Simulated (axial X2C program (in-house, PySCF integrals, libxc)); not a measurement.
# ZrSe: from the state search to constants

What are the state, bond length, wavenumber and bond energy of ZrSe, and what does spin–orbit coupling change?

Program: an in-house X2C program for linear molecules on PySCF integrals. Level of theory: all-electron X2C, Zr dyall-cv3z, Se dyall-cv3z. These are calculated values, not measurements.

## Step 1: Input

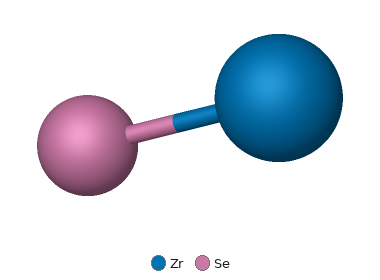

The two atoms at 2.340 Å (zirconium blue, selenium pink).

Contents of task.json:

```json
{"zs": [40, 34], "q": 0, "bas": ["dyall-cv3z", "dyall-cv3z"], "levels": ["PBE0", "HF", "TPSS"], "cc": true, "r0": 2.34, "thr": -2.0, "nmax": 110, "npts": 10, "nst": 2, "ntry": 8}
```

Keys: zs atomic numbers; q charge; bas basis sets; levels methods (HF also brings MP2); cc coupled cluster on or off; r0 starting distance in Å; thr threshold in hartree for freezing inner shells (an s shell follows its p shell); nmax most natural virtual spinors; npts points asked for on the curve; nst determinants followed; ntry starts of the search.

On the command line:

```bash
$ python so2c.py task.json out
```

Spin-free means the one-electron spin-free X2C Hamiltonian; two-component (2c) means X2C with spin–orbit coupling and atomic mean-field two-electron Coulomb and Gaunt terms. Basis: Zr dyall-cv3z contracted to [11s12p9d6f3g], Se dyall-cv3z contracted to [8s9p6d4f1g]; Gaussian nuclei, density fitting. Masses: Zr 89.905 u, Se 79.917 u.

Notation: σ, π±, δ± give the projection m of an orbital's angular momentum (0, ±1, ±2), α and β its spin, Λ and M_S the sums; ω is the projection of a spinor's total angular momentum and Ω the sum. Logs are in hartree.

The results follow Hamiltonian by Hamiltonian and level by level.

## Step 2: State search with PBE0

Determinants are compared with PBE0 at 2.340 Å.

Spin-free determinants:

| ΔE (eV) | state | open shells |
| --- | --- | --- |
| 0.00 | M_S = 1, Λ = 2 | beyond closed shells: σα, δ+α |
| 0.37 | M_S = 0, Λ = 0 | closed shell |
| 0.58 | M_S = 0, Λ = 2 | beyond closed shells: σα, δ+β |
| 0.90 | M_S = 1, Λ = 1 | beyond closed shells: σα, π+α |
| 0.92 | M_S = 1, Λ = 0 | beyond closed shells: δ+α, δ-α |
| 1.22 | M_S = 0, Λ = 1 | beyond closed shells: σα, π+β |
| 1.34 | M_S = 1, Λ = 3 | beyond closed shells: π+α, δ+α |

Two-component determinants:

```json
{"ΔE (eV)": "0.00", "state": "Ω = 1", "open shells": "excess of +ω over −ω: ω = -1/2, ω = 3/2"}
{"ΔE (eV)": "0.08", "state": "Ω = 3", "open shells": "excess of +ω over −ω: ω = 1/2, ω = 5/2"}
{"ΔE (eV)": "0.41", "state": "Ω = 0", "open shells": "closed shell"}
{"ΔE (eV)": "0.57", "state": "Ω = 2", "open shells": "excess of +ω over −ω: ω = 1/2, ω = 3/2"}
{"ΔE (eV)": "0.66", "state": "Ω = 2", "open shells": "excess of +ω over −ω: ω = -1/2, ω = 5/2"}
{"ΔE (eV)": "0.96", "state": "Ω = 1", "open shells": "excess of +ω over −ω: ω = -3/2, ω = 5/2"}
{"ΔE (eV)": "1.22", "state": "Ω = 1", "open shells": "excess of +ω over −ω: 2 × ω = 1/2"}
```

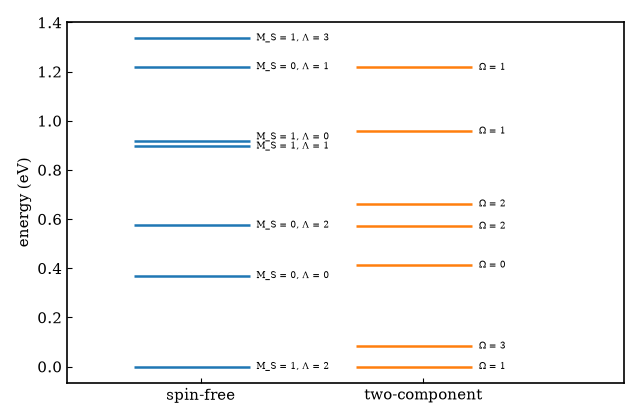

The determinants found, each set from its own lowest.

## Step 3: PBE0, spin-free

State followed: M_S = 1, Λ = 2 (beyond closed shells: σα, δ+α). The scan is laid around 2.319 Å, a first estimate of the minimum, and this SCF restarts from the orbitals of the search.

Output at 2.319 Å:

```text
spin-free X2C-1e  PBE0
basis functions 263  fitting functions 1324  grid points 5800
iter        total energy     max residual
   1      -6026.200080736     5.28e+00
   2      -6027.754331246     1.39e-02
   3      -6027.752637199     1.57e-02
   4      -6027.759849445     3.20e-03
   5      -6027.759688706     4.30e-03
   6      -6027.760130941     2.90e-04
   7      -6027.760132213     1.42e-04
   8      -6027.760132942     3.65e-05
   9      -6027.760133096     1.49e-05
  10      -6027.760133125     7.90e-06
  11      -6027.760133129     1.70e-06
  12      -6027.760133129     8.89e-07
converged
one-electron -8969.72892675  Coulomb 2834.87308032  exact exchange -49.97999256  xc functional -153.26539239  nuclear repulsion 310.34109825
```

Along the bond, energies from the lowest point:

| R (Å) | E (eV) | μ (D) | HOMO (eV) | LUMO (eV) | iterations |
| --- | --- | --- | --- | --- | --- |
| 2.018 | 1.4032 | -4.17 | -4.53 | -2.10 | 14 |
| 2.110 | 0.5777 | -4.62 | -4.72 | -2.18 | 13 |
| 2.180 | 0.2249 | -4.96 | -4.86 | -2.25 | 13 |
| 2.249 | 0.0455 | -5.29 | -5.00 | -2.37 | 13 |
| 2.319 | 0.0000 | -5.61 | -5.14 | -2.49 | 12 |
| 2.400 | 0.0748 | -5.98 | -5.29 | -2.62 | 15 |
| 2.481 | 0.2496 | -6.33 | -5.43 | -2.75 | 15 |
| 2.586 | 0.5728 | -6.74 | -5.58 | -2.88 | 16 |
| 2.713 | 1.0514 | -7.12 | -5.67 | -3.01 | 16 |
| 2.899 | 1.7936 | -7.32 | -5.47 | -3.08 | 22 |

Dipoles are positive if Se is the positive end.

Outer orbitals at the reference distance:

```csv
symmetry,occupied,ε (eV),atomic character
π+α,yes,-35.01,100% Zr p
σα,yes,-34.74,96% Zr p
π-α,yes,-34.49,100% Zr p
σβ,yes,-34.00,96% Zr p
π-β,yes,-33.49,100% Zr p
π+β,yes,-33.49,100% Zr p
σβ,yes,-17.53,"67% Se s, 11% Zr d, 10% Zr p"
σα,yes,-17.32,"67% Se s, 11% Zr d, 10% Zr p"
σα,yes,-7.24,"64% Se p, 22% Zr d, 7% Zr s"
σβ,yes,-7.15,"68% Se p, 17% Zr d, 7% Zr s"
π+α,yes,-6.61,"57% Se p, 32% Zr d, 5% Zr p"
π-β,yes,-6.60,"64% Se p, 23% Zr d, 5% Zr f"
π+β,yes,-6.60,"64% Se p, 23% Zr d, 5% Zr f"
π-α,yes,-6.58,"58% Se p, 30% Zr d, 5% Zr p"
σα,yes,-5.33,"64% Zr s, 27% Zr d, 5% Zr p"
δ+α,yes,-5.14,99% Zr d
δ-α,no,-2.49,99% Zr d
σβ,no,-2.38,"72% Zr s, 14% Zr p, 10% Zr d"
π+α,no,-2.18,"48% Zr d, 39% Zr p, 9% Se p"
π-α,no,-2.09,"49% Zr d, 39% Zr p, 8% Se p"
```

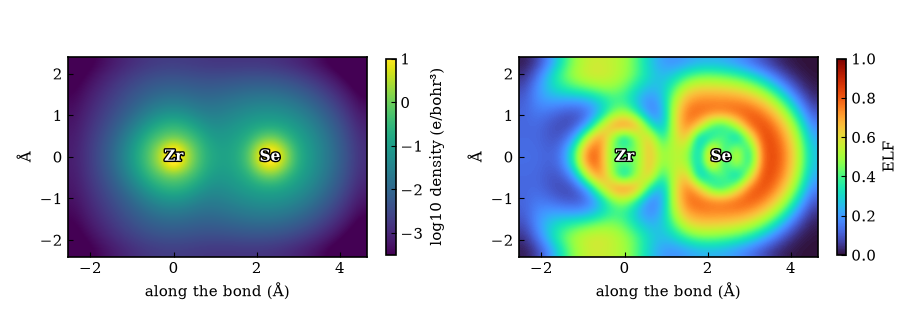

PBE0 fields in a plane through the axis, from a grid of 0.3 Å; Zr lies at z = 0 and Se at z = 2.319 Å; the ELF is damped to zero where the density is low.

Re = 2.312 Å, ωe = 373 cm⁻¹, ωexe = 0.679 cm⁻¹, Be = 0.07455 cm⁻¹, De = 5.13 eV, μ = -5.58 D.

## Step 4: HF, spin-free

Output at 2.319 Å:

```text
spin-free X2C-1e  HF
basis functions 263  fitting functions 1324  grid points 5800
iter        total energy     max residual
   1      -6024.434718427     2.86e-01
   2      -6024.469155877     1.91e-02
   3      -6024.470858178     1.23e-02
   4      -6024.474280752     3.51e-03
   5      -6024.474548162     2.10e-03
   6      -6024.474662239     6.69e-04
   7      -6024.474715903     4.33e-04
   8      -6024.474742745     3.28e-04
   9      -6024.474761412     1.74e-04
  10      -6024.474765978     9.31e-05
  11      -6024.474767066     7.24e-05
  12      -6024.474768031     4.15e-05
  13      -6024.474768450     2.37e-05
  14      -6024.474768597     1.29e-05
  15      -6024.474768636     5.34e-06
  16      -6024.474768639     2.50e-06
  17      -6024.474768639     9.25e-07
converged
one-electron -8968.19629935  Coulomb 2833.41437016  exact exchange -200.03393771  xc functional 0.00000000  nuclear repulsion 310.34109825
```

No constants are quoted: the dipole of the solution doesn't run smoothly along the scan, a sign that its character may change, so the fit is set aside.

## Step 5: TPSS, spin-free

The SCF at the reference distance of 2.319 Å:

```text
spin-free X2C-1e  TPSS
basis functions 263  fitting functions 1324  grid points 5800
iter        total energy     max residual
   1      -6028.160925287     2.83e-02
   2      -6028.160169408     1.35e-02
   3      -6028.124141525     3.89e-02
   4      -6028.160256704     1.34e-02
   5      -6028.164289953     8.71e-04
   6      -6028.164282025     1.12e-03
   7      -6028.164309773     1.03e-04
   8      -6028.164309986     5.68e-05
   9      -6028.164310058     1.79e-05
  10      -6028.164310071     8.29e-06
  11      -6028.164310073     1.54e-06
converged
one-electron -8968.96087778  Coulomb 2834.05049565  exact exchange 0.00000000  xc functional -203.59502620  nuclear repulsion 310.34109825
```

Re = 2.328 Å, ωe = 360 cm⁻¹, ωexe = 0.697 cm⁻¹, Be = 0.07351 cm⁻¹, De = 5.38 eV, μ = -5.23 D.

## Step 6: Correlated methods, spin-free

Correlated methods: 18 electrons correlated (frozen shells, counted by type: Zr 3 s, 2 p, 1 d; Se 3 s, 2 p, 1 d), 324 virtual spinors in MP2, 110 natural virtuals in coupled cluster.

Output of the correlated part at 2.319 Å:

```text
correlated 18  virtual 324  natural virtual 110  E(MP2) -0.495769104  MP2 remainder -0.026888844
iter   CCSD correlation   residual
   1     -0.461236272   2.19e-01
   2     -0.474984588   1.39e-01
   3     -0.479850479   3.68e-02
   4     -0.480286128   1.60e-02
   5     -0.480379773   6.81e-03
   6     -0.480422277   2.50e-03
   7     -0.480442609   1.21e-03
   8     -0.480456528   5.51e-04
   9     -0.480454623   2.85e-04
  10     -0.480453654   1.44e-04
  11     -0.480453063   7.28e-05
  12     -0.480454035   3.77e-05
  13     -0.480453914   1.88e-05
  14     -0.480454209   8.89e-06
  15     -0.480454107   3.81e-06
  16     -0.480454088   1.82e-06
(T) -0.026364612  T1 0.0423  D1 0.0837  max T2 0.052
```

T1 in the output is the amplitude norm over the root of the electron number; divide by √2 for the Lee–Taylor value.

MP2: No constants are quoted: the dipole of the HF reference doesn't run smoothly along the scan, a sign that its character may change, so the fit is set aside.

CCSD: No constants are quoted: the dipole of the HF reference doesn't run smoothly along the scan, a sign that its character may change, so the fit is set aside.

CCSD(T): No constants are quoted: the dipole of the HF reference doesn't run smoothly along the scan, a sign that its character may change, so the fit is set aside.

## Step 7: A higher determinant, spin-free

State: M_S = 0, Λ = 0 (closed shell).

Output at the reference distance:

```text
spin-free X2C-1e  PBE0
basis functions 263  fitting functions 1324  grid points 5800
iter        total energy     max residual
   1      -6026.159170130     5.26e+00
   2      -6027.740876628     1.14e-02
   3      -6027.736907202     1.55e-02
   4      -6027.745549419     8.30e-03
   5      -6027.746966048     3.50e-03
   6      -6027.747282164     1.52e-04
   7      -6027.747283656     1.25e-04
   8      -6027.747284265     3.39e-05
   9      -6027.747284345     8.03e-06
  10      -6027.747284350     2.81e-06
  11      -6027.747284350     7.17e-07
converged
one-electron -8966.46752009  Coulomb 2831.49548947  exact exchange -49.94265547  xc functional -153.17369651  nuclear repulsion 310.34109825
```

| R (Å) | E above the lowest PBE0 point (eV) |
| --- | --- |
| 2.018 | 1.442 |
| 2.110 | 0.714 |
| 2.180 | 0.435 |
| 2.249 | 0.327 |
| 2.319 | 0.350 |
| 2.400 | 0.500 |
| 2.481 | 0.746 |
| 2.586 | 1.154 |
| 2.713 | 1.732 |

Re = 2.270 Å, ωe = 400 cm⁻¹, ωexe = 0.671 cm⁻¹, Be = 0.07734 cm⁻¹, μ = -3.69 D. Te = 0.32 eV. As a difference of two determinants it need not be a gap between pure terms.

## Step 8: The spin-free curves together

Energy (eV) of the followed determinant, spin-free, from each level's lowest point:

| R (Å) | PBE0 | HF (dipole not smooth) | MP2 (HF's dipole not smooth) | CCSD (HF's dipole not smooth) | CCSD(T) (HF's dipole not smooth) | TPSS |
| --- | --- | --- | --- | --- | --- | --- |
| 2.018 | 1.403 | 1.770 | 1.437 | n/a | n/a | 1.491 |
| 2.110 | 0.578 | 0.798 | 0.590 | 0.674 | 0.708 | 0.642 |
| 2.180 | 0.225 | 0.356 | 0.228 | 0.280 | 0.304 | 0.269 |
| 2.249 | 0.046 | 0.103 | 0.044 | 0.069 | 0.082 | 0.069 |
| 2.319 | 0.000 | 0.000 | 0.000 | 0.000 | 0.000 | 0.000 |
| 2.400 | 0.075 | 0.024 | 0.083 | 0.057 | 0.041 | 0.047 |
| 2.481 | 0.250 | 0.164 | 0.275 | 0.223 | 0.192 | 0.192 |
| 2.586 | 0.573 | 0.456 | 0.682 | 0.547 | 0.506 | 0.477 |
| 2.713 | 1.051 | 0.774 | 1.964 | n/a | n/a | 0.911 |
| 2.899 | 1.794 | 1.160 | 2.829 | n/a | n/a | 1.597 |

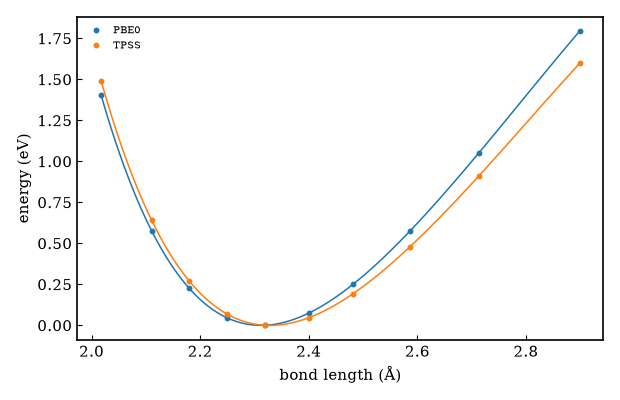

Curves of the followed state, spin-free, each from its own lowest point. Left out: HF, MP2, CCSD, CCSD(T).

(Part 1 of 2 ends here.)
